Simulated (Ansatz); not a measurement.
**Lattice dynamics of (BAs)3(BeS)1 [001] superlattice, started as zinc blende**

Wanted: phonon frequencies of (BAs)3(BeS)1 [001] superlattice, started as zinc blende and what follows from them.

Calculated with Ansatz 0.2.0; DFT PBEsol, scalar-relativistic, plane waves, PAW.

The structure was built from a prototype and need not be the compound's stable phase.

## 1. Set-up

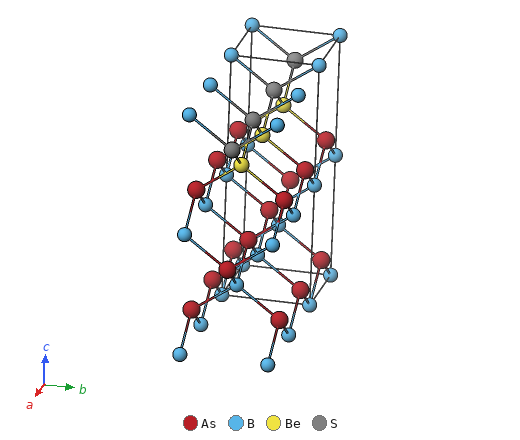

The starting structure, seen slightly off an axis (arsenic red, boron blue, beryllium yellow, sulfur grey). 3×1×1 cells are drawn. Some periodic images of atoms are drawn too.

## 2. Coarse relaxation

A rough relaxation comes first, because large forces or stress need no tight tolerances yet.

Contents of input.yaml:

```yaml
crystal:
  lattice:
    - [2.40125, 2.40125, 0.0]
    - [-2.40125, 2.40125, 0.0]
    - [0.0, 0.0, 9.605]
  atoms:
    - { symbol: As, position: [0.5, 0.0, 0.125] }
    - { symbol: As, position: [0.0, 0.5, 0.375] }
    - { symbol: As, position: [0.5, 0.0, 0.625] }
    - { symbol: B, position: [0.0, 0.0, 0.0] }
    - { symbol: B, position: [0.5, 0.5, 0.25] }
    - { symbol: B, position: [0.0, 0.0, 0.5] }
    - { symbol: Be, position: [0.5, 0.5, 0.75] }
    - { symbol: S, position: [0.0, 0.5, 0.875] }
kpoints:
  mp_grid: { grid: [6, 6, 2] }
hamiltonian:
  xc: pbesol
scf:
  occupations: { method: gaussian, width: 0.1 }
output:
  forces: true
  stress: true
  eigenvalues: true
relax:
  adjacent_minimum: "off"
  f_tol: 0.05
  max_steps: 80
  cell: { stress_tol: 0.5 }
```

Run with:

```bash
$ ansatz run input.yaml --threads 8 --pin off --max-ram 14336MiB --backend cpu --events-out ev --progress --plain --runs-dir out
```

Numbers of over 12 decimals in the logs are rounded to 6 here.

The log of the run:

```text
The last accepted step is kept in <dir> (removed where the run ends without a failure and the disk answers)
Engine: ansatz 0.2.0, x86_64-unknown-linux-gnu
Pseudopotentials: kind: paw
Pseudopotential: As, paw, valence charge 15, recommended cutoff 420 eV (normal), As.paw.azcp
Pseudopotential: B, paw, valence charge 3, recommended cutoff 420 eV (normal), B.paw.azcp
[...]
- [-2.388389, 2.388389, 0]
    - [0, 0, 9.613136]
  atoms:
    - { symbol: As, position: [0.5, 0, 0.123788] }
    - { symbol: As, position: [0, 0.5, 0.371135] }
    - { symbol: As, position: [0.5, 0, 0.617943] }
    - { symbol: B, position: [0, 0, 0.000614075] }
    - { symbol: B, position: [0.500000, 0.500000, 0.247088] }
    - { symbol: B, position: [0, 0, 0.495473] }
    - { symbol: Be, position: [0.500000, 0.500000, 0.757265] }
    - { symbol: S, position: [0, 0.5, 0.886694] }
[key lines of the parts left out:]
SCF converged after 4 iterations
Free energy (F): -15873.347819 eV
Fermi energy:    10.650757 eV
P = ⅓ Tr σ = 0.0506 GPa (0.506 kbar)
```

The job ended after 7.4 s (8 threads of Intel Xeon Platinum 8488C (Sapphire Rapids), shared host; peak memory 0.61 GiB; 52 s of CPU time).

Relaxation path:

```
step  energy less that of the first step (eV)  largest force component (eV/Å)  pressure (GPa)  volume (Å³)
   1                                   0.0000                          1.2262           -1.08       110.76
   2                                  -0.1049                          0.3893           -0.37       110.08
   3                                  -0.1251                          0.1825            0.07       109.68
   4                                  -0.1270                          0.0501            0.03       109.70
   5                                  -0.1271                          0.0236            0.05       109.65
  6*                                  -0.1266                          0.0235            0.05       109.65
```

Relaxation steps marked * repeat the geometry before them on a plane-wave basis chosen anew for their cell, so energy and pressure can jump there.

The run keeps the 4 symmetry operations that it works with, so distortions that break them were not tested.

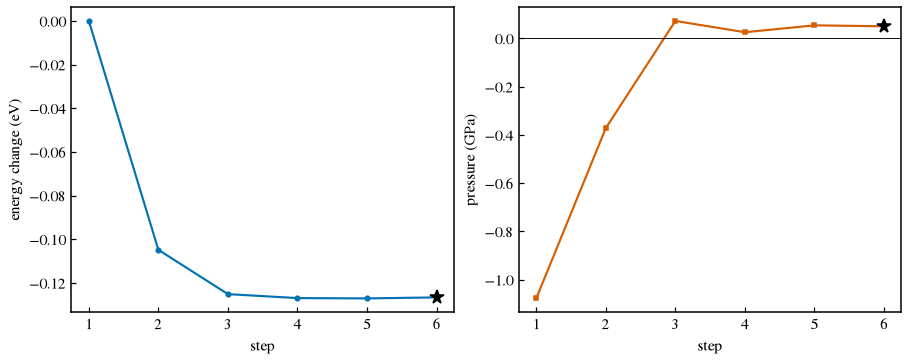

Energy and pressure along the relaxation. Stars mark steps on a basis chosen anew.

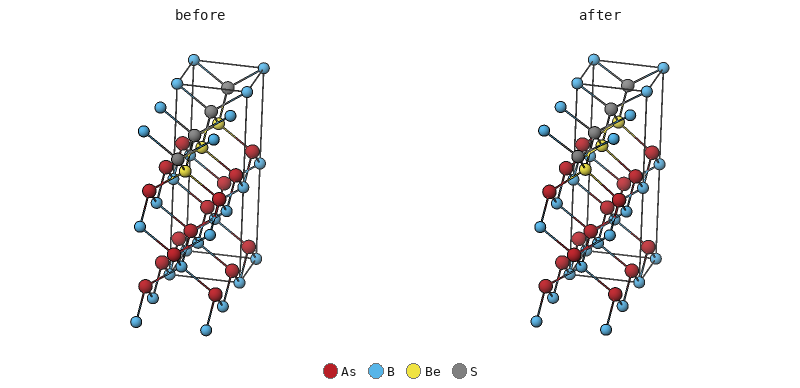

Before and after, at one scale.

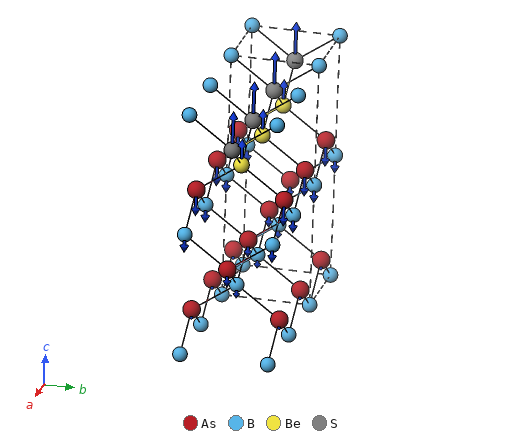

Displacements in the relaxation, exaggerated, measured against the changing cell; the longest in the cell stands for 0.11 Å. 3×1×1 cells are drawn. Some periodic images of atoms are drawn too.

```
conventional cell, symmetrised  before  after  change
                         a (Å)   3.396  3.377  -0.6 %
                         b (Å)   3.396  3.378  -0.5 %
                         c (Å)   9.605  9.613  +0.1 %
              volume (Å³/atom)   13.85  13.71  -1.0 %
```

The atoms that moved most (Å, as changes of fractional coordinates times the final cell):

```
atom     dx     dy      dz  length
  S8  0.000  0.000   0.112   0.112
 Be7  0.000  0.000   0.070   0.070
 As3  0.000  0.000  -0.068   0.068
  B6  0.000  0.000  -0.044   0.044
 As2  0.000  0.000  -0.037   0.037
  B5  0.000  0.000  -0.028   0.028
 As1  0.000  0.000  -0.012   0.012
  B4  0.000  0.000   0.006   0.006
```

Numbers from this step:

```yaml
pressure: 0.05058 GPa
volume_per_atom: 13.71 Å³
gap_on_the_k_mesh: 0 eV
```

In this step the volume went from 13.85 to 13.71 Å³/atom.

## 3. Bringing the structure to rest

The cell and atoms are relaxed, since residual forces and stress would shift the frequencies.

Contents of input.yaml:

```yaml
crystal:
  lattice:
    - [2.3877573632, 2.3877573632, 0.0]
    - [-2.3883894128, 2.3883894128, 0.0]
    - [0.0, 0.0, 9.6131364118]
  atoms:
    - { symbol: As, position: [0.5, 0.0, 0.1237882034] }
    - { symbol: As, position: [0.0, 0.5, 0.3711348424] }
    - { symbol: As, position: [0.5, 0.0, 0.6179432801] }
    - { symbol: B, position: [0.0, 0.0, 0.0006140753] }
    - { symbol: B, position: [0.5, 0.5, 0.2470875426] }
    - { symbol: B, position: [0.0, 0.0, 0.4954730242] }
    - { symbol: Be, position: [0.5, 0.5, 0.7572654306] }
    - { symbol: S, position: [0.0, 0.5, 0.8866936013] }
kpoints:
  mp_grid: { grid: [10, 10, 4] }
hamiltonian:
  xc: pbesol
scf:
  occupations: { method: gaussian, width: 0.1 }
output:
  forces: true
  stress: true
  eigenvalues: true
  write_density: true
  write_potential: true
  elf: true
  volumetric_format: npy
relax:
  adjacent_minimum: "off"
  f_tol: 0.005
  max_steps: 80
  cell: { stress_tol: 0.05 }
```

The log of the run:

```text
[...]
Crystal: 8 atoms, lattice volume = 109.645 Å³
Basis set: ecut = 420 eV, 2121 PW (Γ), exchange–correlation on 48×48×144 points (8 copies of the dense FFT grid, shifted against one another)
Bands: 39, of which v1, the nominal top of the filled ones, is band 31 counted from 1 (30 counted from 0)
Symmetry: 4 space group operations
[...]
k-points: 108 of 400 (time reversal used)
[...]
SCF iter   1: F=—  HF=-15873.382491 eV  |F-HF|=—  |Δ(HF+E_count)|=         —  Δρ=6.08e-3  dr2=1.78e-1  ethr=1.77e-3  ⟨swp⟩=6.9  Hψ=18175  notcnv=0
[...]
SCF iter  10: F=-15873.350237 eV  HF=-15873.350237 eV  |F-HF|=5.94e-8  |Δ(HF+E_count)|=   3.00e-8  Δρ=2.82e-6  dr2=7.07e-8  ethr=1.61e-10  ⟨swp⟩=13.5  Hψ=26437  notcnv=0
SCF 1 converged in 10 iterations: F = -15873.350237 eV  dr2 = 7.07e-8
[...]
relax step   1: F+E_penalty+E_count = -15873.35023737 eV  Δ(F+E_penalty+E_count) = +0.000e0 eV  max|allowed force component| = 1.114e-1 eV/Å  Δτ_max = 0.0000 Å  P = +0.103 GPa  Ω = 109.645 Å³  (10 SCF iters, dr2 threshold 1.00e-7 eV, accepted)
Crystal: 8 atoms, lattice volume = 109.677 Å³
[...]
SCF iter   5: F=-15873.351184 eV  HF=-15873.351185 eV  |F-HF|=5.77e-7  |Δ(HF+E_count)|=   7.37e-7  Δρ=1.13e-5  dr2=7.12e-7  ethr=1.25e-9  ⟨swp⟩=7.8  Hψ=27448  notcnv=0
SCF 2 converged in 5 iterations: F = -15873.351184 eV  dr2 = 7.12e-7
relax step   2: F+E_penalty+E_count = -15873.35118406 eV  Δ(F+E_penalty+E_count) = -9.467e-4 eV  max|allowed force component| = 5.526e-2 eV/Å  Δτ_max = 0.0075 Å  P = +0.071 GPa  Ω = 109.677 Å³  energy of the carried Pulay correction = -1.455e-5 eV  (5 SCF iters, dr2 threshold 7.76e-7 eV, accepted)
Crystal: 8 atoms, lattice volume = 109.732 Å³
[...]
SCF iter   6: F=-15873.351585 eV  HF=-15873.351585 eV  |F-HF|=4.81e-8  |Δ(HF+E_count)|=   1.94e-7  Δρ=5.25e-6  dr2=8.32e-8  ethr=3.43e-10  ⟨swp⟩=7.4  Hψ=25581  notcnv=0
SCF 3 converged in 6 iterations: F = -15873.351585 eV  dr2 = 8.32e-8
relax step   3: F+E_penalty+E_count = -15873.35158468 eV  Δ(F+E_penalty+E_count) = -4.006e-4 eV  max|allowed force component| = 2.035e-2 eV/Å  Δτ_max = 0.0050 Å  P = +0.028 GPa  Ω = 109.732 Å³  energy of the carried Pulay correction = -3.969e-5 eV  (6 SCF iters, dr2 threshold 2.13e-7 eV, accepted)
[...]
relax step   4: F+E_penalty+E_count = -15873.35158504 eV  Δ(F+E_penalty+E_count) = -3.544e-7 eV  max|allowed force component| = 8.867e-3 eV/Å  Δτ_max = 0.0015 Å  P = -0.016 GPa  Ω = 109.780 Å³  energy of the carried Pulay correction = -6.127e-5 eV  (6 SCF iters, dr2 threshold 2.59e-8 eV, accepted)
[...]
relax step   5: F+E_penalty+E_count = -15873.35159792 eV  Δ(F+E_penalty+E_count) = -1.288e-5 eV  max|allowed force component| = 5.725e-4 eV/Å  Δτ_max = 0.0005 Å  P = +0.001 GPa  Ω = 109.763 Å³  energy of the carried Pulay correction = -5.345e-5 eV  (5 SCF iters, dr2 threshold 4.91e-9 eV, accepted)
[...]
SCF iter   5: F=-15873.351649 eV  HF=-15873.351649 eV  |F-HF|=8.73e-11  |Δ(HF+E_count)|=  3.46e-11  Δρ=1.25e-7  dr2=6.69e-11  ethr=1.00e-12  ⟨swp⟩=5.5  Hψ=20317  notcnv=0
SCF 6 converged in 5 iterations: F = -15873.351649 eV  dr2 = 6.69e-11
relax step   6: F+E_penalty+E_count = -15873.35164896 eV  Δ(F+E_penalty+E_count) = -5.104e-5 eV  max|allowed force component| = 5.677e-4 eV/Å  Δτ_max = 0.0000 Å  P = +0.001 GPa  Ω = 109.763 Å³  stress off target by 3.08e-3 GPa  SCF on the basis re-selected at this cell (its energy is not comparable with the rows above)  (5 SCF iters)
basis re-selected at this cell: Δ(F+E_penalty+E_count) = -5.104e-5 eV, ΔP = +0.000 GPa vs the last step (what re-selecting the basis moved, of the pressure what is left beyond the Pulay correction that the steps carried, after the strain that the cell walked since its last selection, with what the two solves' SCF thresholds leave and, on support functions, any second-order correction that the steps lacked; it is no m [...]
SCF converged after 5 iterations
Free energy (F): -15873.351649 eV
[...]
Internal energy: -15873.346573 eV  (E = F + TS)
E sigma→0 (E₀):  -15873.349111 eV
Entropy (-TS):   -0.005076 eV (-0.634 meV/atom)
Fermi energy:    10.605068 eV
[...]
--- Forces (eV/Å), atoms counted from 1 ---
  atom   1  As    -0.00000000     0.00000000     0.00040832
  atom   2  As    -0.00000000    -0.00000000    -0.00009076
  atom   3  As    -0.00000000     0.00000000    -0.00029102
  atom   4  B      0.00000000     0.00000000     0.00045942
  atom   5  B      0.00000000    -0.00000000    -0.00034484
  atom   6  B      0.00000000     0.00000000    -0.00006813
  atom   7  Be     0.00000000     0.00000000     0.00049782
  atom   8  S     -0.00000000    -0.00000000    -0.00056726
  max |Σ_I F_I| component: 3.55e-6 eV/Å
--- Stress (GPa, compression-positive) ---
        0.000380       0.002297      -0.000000
        0.002297       0.000380      -0.000000
       -0.000000      -0.000000       0.003083
  P = ⅓ Tr σ = 0.0013 GPa (0.013 kbar)
--- Band table (eV; the first three rows and the last of 108) ---
  k-point 0: bands = [... 27 lower, 8.0110, 9.7313, 9.7747, 10.2017, 10.8468, 11.1564, 11.8033, 12.1123, ... 4 higher]
  k-point 1: bands = [... 27 lower, 8.1641, 9.3279, 9.4762, 10.3124, 10.5185, 11.1073, 11.8874, 12.2419, ... 4 higher]
  k-point 2: bands = [... 27 lower, 8.3462, 8.7260, 9.1356, 10.2299, 10.3641, 11.0625, 11.9612, 12.5020, ... 4 higher]
  k-point 107: bands = [... 27 lower, 5.4912, 5.6443, 6.3751, 6.4366, 12.3426, 12.4356, 12.5048, 12.8020, ... 4 higher]
--- Relaxed structure (5 steps of the walk, 5 accepted, 1 SCFs on fresh bases) ---
[...]
cell:  # Å, volume = 109.7627 Å³
    - [2.387069, 2.387069, 0]
    - [-2.389600, 2.389600, 0]
    - [0, 0, 9.621314]
  atoms:
    - { symbol: As, position: [0.5, 0, 0.124255] }
    - { symbol: As, position: [0, 0.5, 0.371626] }
    - { symbol: As, position: [0.5, 0, 0.618285] }
    - { symbol: B, position: [0, 0, 0.00105684] }
    - { symbol: B, position: [0.500000, 0.500000, 0.247344] }
    - { symbol: B, position: [0, 0, 0.495450] }
    - { symbol: Be, position: [0.500000, 0.500000, 0.755882] }
    - { symbol: S, position: [0, 0.5, 0.886101] }
```

It took 23 s on 8 threads; peak memory 0.83 GiB.

Relaxation path:

```
step  energy less that of the first step (eV)  largest force component (eV/Å)  pressure (GPa)  volume (Å³)
   1                                   0.0000                          0.1114            0.10       109.65
   2                                  -0.0009                          0.0553            0.07       109.68
   3                                  -0.0013                          0.0204            0.03       109.73
   4                                  -0.0013                          0.0089           -0.02       109.78
   5                                  -0.0014                          0.0006            0.00       109.76
  6*                                  -0.0014                          0.0006            0.00       109.76
```

Relaxation steps marked * repeat the geometry before them on a plane-wave basis chosen anew for their cell, so energy and pressure can jump there.

The run keeps the 4 symmetry operations that it works with, so distortions that break them were not tested.

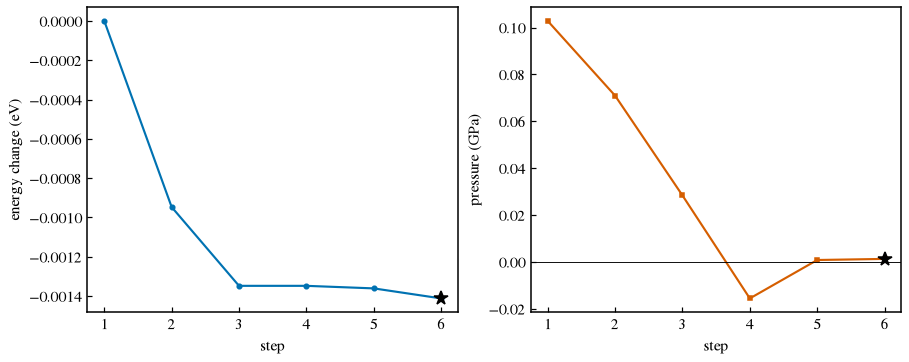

Energy and pressure along the relaxation. Stars mark steps on a basis chosen anew.

```
conventional cell, symmetrised  before  after  change
                         a (Å)   3.377  3.376  -0.0 %
                         b (Å)   3.378  3.379  +0.1 %
                         c (Å)   9.613  9.621  +0.1 %
              volume (Å³/atom)   13.71  13.72  +0.1 %
```

The atoms that moved most (Å, as changes of fractional coordinates times the final cell):

```
atom     dx     dy      dz  length
 Be7  0.000  0.000  -0.013   0.013
  S8  0.000  0.000  -0.006   0.006
```

Numbers from this step:

- pressure: 0.001281 GPa
- volume per atom: 13.72 Å³

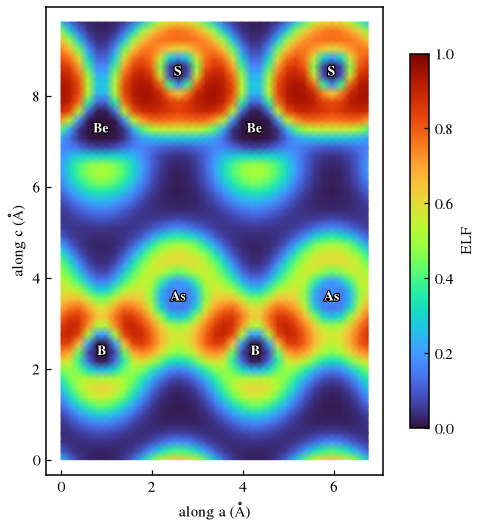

ELF in the ac plane at fractional y = 0.500, with atoms of As and B and Be and S within 0.2 Å of it. It is the smooth field of the valence electrons, not physical close to the nuclei. The map starts off the cell's origin, so that atoms lie inside it.

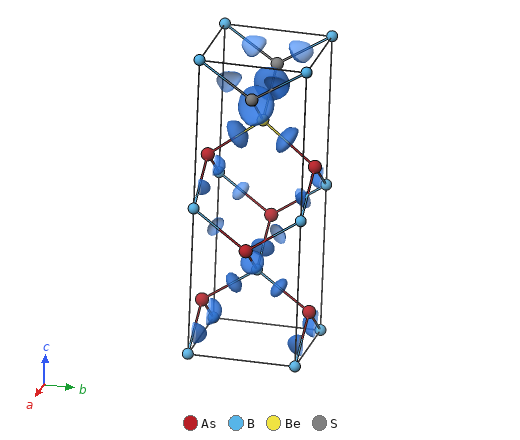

Surface of ELF = 0.85.

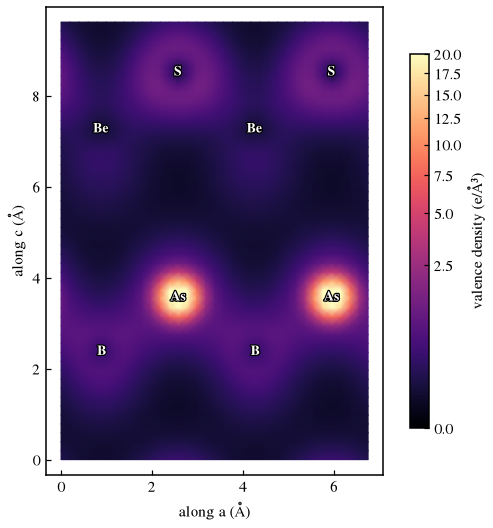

Valence density in the ac plane at fractional y = 0.500, with atoms of As and B and Be and S within 0.2 Å of it. It is the smooth field of the valence electrons, not physical close to the nuclei. The map starts off the cell's origin, so that atoms lie inside it. The colour scale is stretched toward low values.

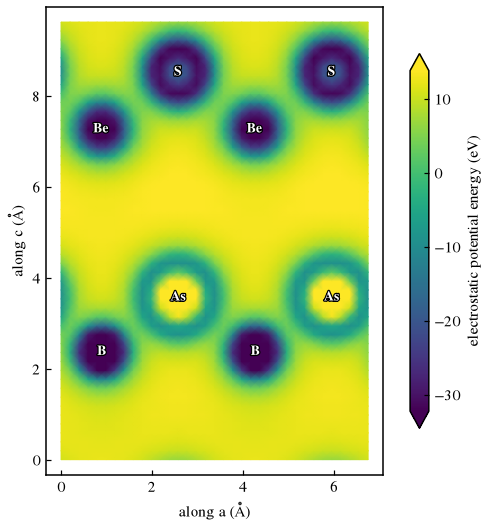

Electrostatic potential energy in the ac plane at fractional y = 0.500, with atoms of As and B and Be and S within 0.2 Å of it. With pseudopotentials it is smooth inside the atoms' cores, unlike the true potential. The map starts off the cell's origin, so that atoms lie inside it.

In this step the volume went from 13.71 to 13.72 Å³/atom.

[end of part 1 of 2]

[Logs are printed without paths, hosts, clocks, repeated set-up lines and the standing remarks that a program may print on its own settings, such as how far it seeks lower states.]

[Hosts, paths, dates, database ids (printed as entryN), source tags and the programs' standing remarks are cut or masked in the printed files.]
